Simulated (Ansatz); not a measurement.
# CH₅BrHfO₂ (SMILES [CH3][Hf]([OH])([OH])[Br]): what the fields show

| atom | x (Å) | y (Å) | z (Å) |
| --- | --- | --- | --- |
| C | -1.4537 | -0.5365 | -0.2720 |
| Hf | 0.4456 | 0.5055 | 0.1705 |
| O | 1.1857 | -0.4369 | 1.6526 |
| O | 1.4709 | 0.3520 | -1.4287 |
| Br | -0.1270 | 2.9083 | 0.7329 |
| H | -2.1291 | -0.4995 | 0.5903 |
| H | -1.9679 | -0.0680 | -1.1189 |
| H | -1.2956 | -1.5909 | -0.5232 |
| H | 1.7320 | -0.8787 | 2.2941 |
| H | 2.1391 | 0.2447 | -2.0976 |

Geometry: PBE0-D4/def2-TZVP; core potentials replace the inner electrons of Hf.

Computed with Ansatz, RKS PBE0-D4/def2-TZVPP.

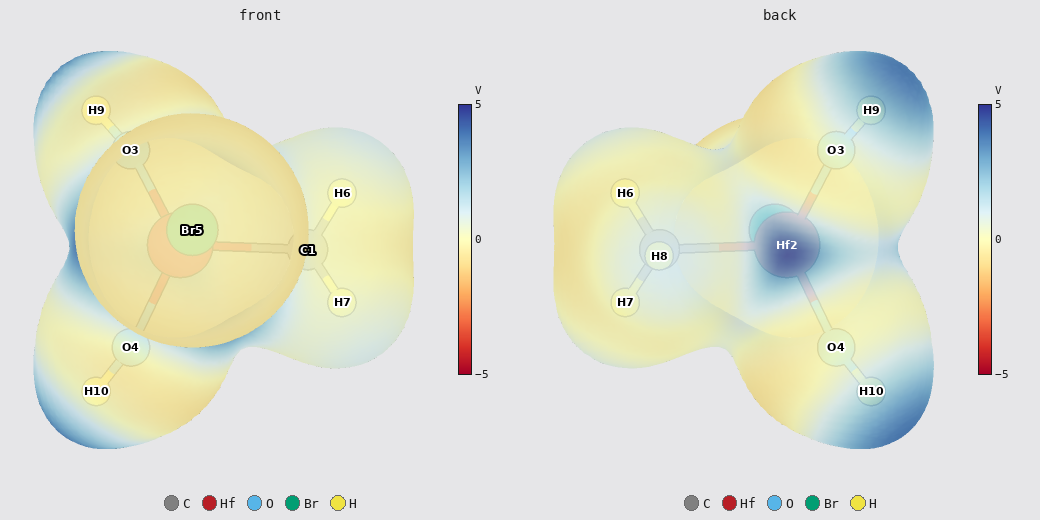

Figure 1. The molecular electrostatic potential painted on the density surface at 0.004 e/bohr³, seen from the front and from behind; red is negative and blue positive.

**Which sites attract a positive test charge, and which a negative one?**

A positive charge is drawn to the negative regions and a negative charge to the positive ones. The most negative region (about −0.7 V, or −16 kcal/mol for a unit charge) lies over O3, O4 and Br5, the most positive (about +4.3 V, or +99 kcal/mol for a unit charge) over Hf2.

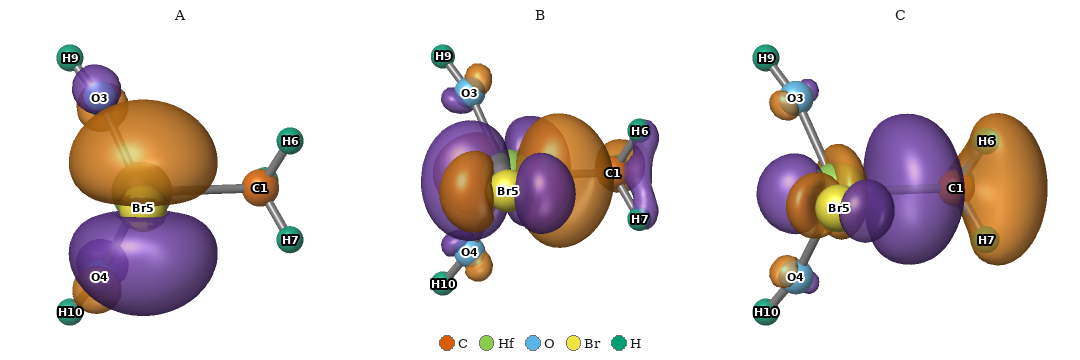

Figure 2. Three frontier orbitals at ±0.1 Å⁻³ᐟ² (orange and purple are the two phases), in no order.

**Which picture is the HOMO−1, the HOMO and the LUMO?**

A is the HOMO−1 (−8.21 eV). It lies mainly on Br5 (about 85 %); largely a lone pair of Br5. C is the HOMO (−7.70 eV). Its weight (Hirshfeld) is mainly on C1 (about 50 %) and Hf2 (about 25 %). B is the LUMO (−0.49 eV). By Hirshfeld shares it lies mainly on Hf2 (about 65 %), Br5 (about 15 %) and C1 (about 5 %).

**What is the HOMO–LUMO gap?**

7.21 eV between the orbital energies.

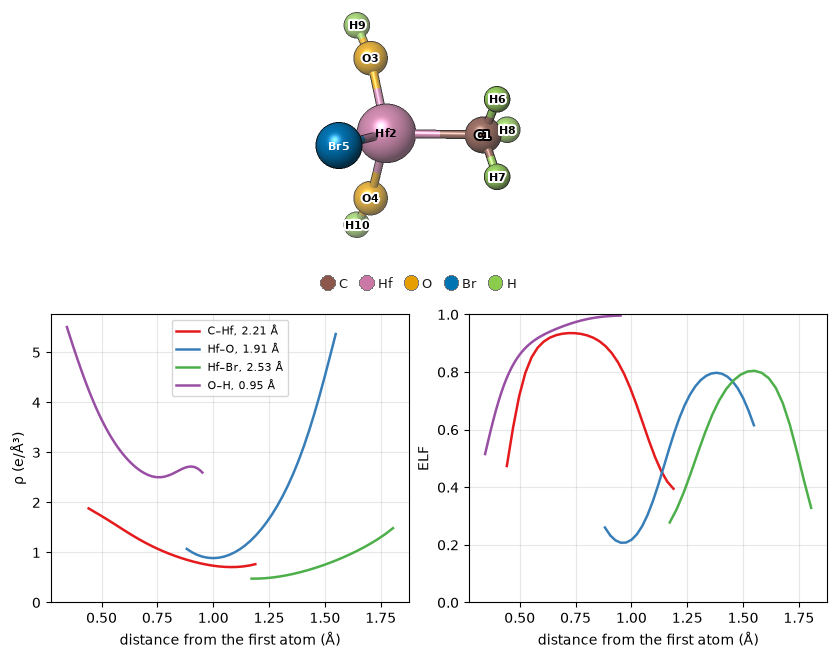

Figure 3. Electron density and ELF along straight lines between neighbouring atoms. The curves leave out the atomic cores. The structure is drawn too.

**Compare the contacts.**

C–Hf (2.21 Å): ρ is about 0.71 e/Å³ halfway; the ELF peaks at about 0.95 in the valence shell of C, 0.7 Å from its nucleus, and is about 0.50 at the midpoint.
Hf–O (1.91 Å): ρ is about 0.91 e/Å³ halfway; the ELF peaks at about 0.80 in the valence shell of O, 0.5 Å from its nucleus, and drops to about 0.20 between the two atoms.
Hf–Br (2.53 Å): ρ at the midpoint is about 0.5 e/Å³; the ELF peaks at about 0.80 in the valence shell of Br, 1.0 Å from its nucleus, and is about 0.45 at the midpoint.
O–H (0.95 Å): ρ is about 3.9 e/Å³ halfway; the ELF climbs to about 1 towards the hydrogen, as it does in any bond to H (an ordinary covalent bond to hydrogen).

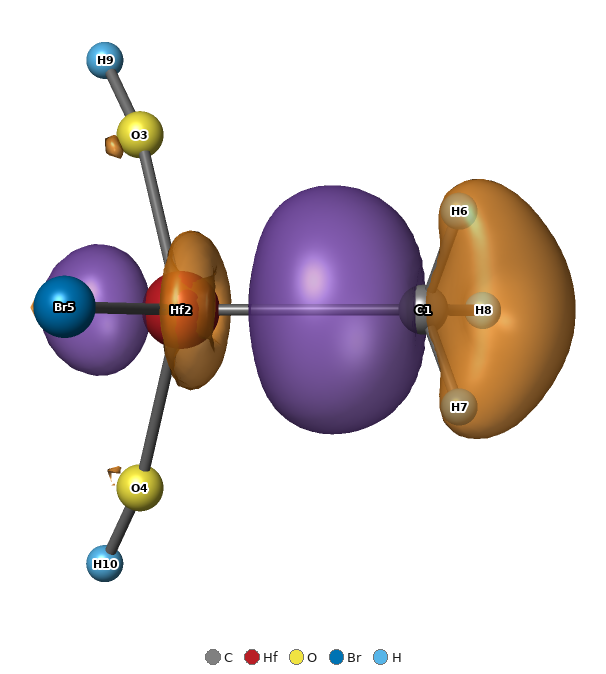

Figure 4. The HOMO at ±0.15 Å⁻³ᐟ² (orange and purple are the two phases), seen at a tilt.

**What is the character of this orbital?**

Its weight (Hirshfeld) is mainly on C1 (about 50 %) and Hf2 (about 25 %). Its energy is −7.70 eV.
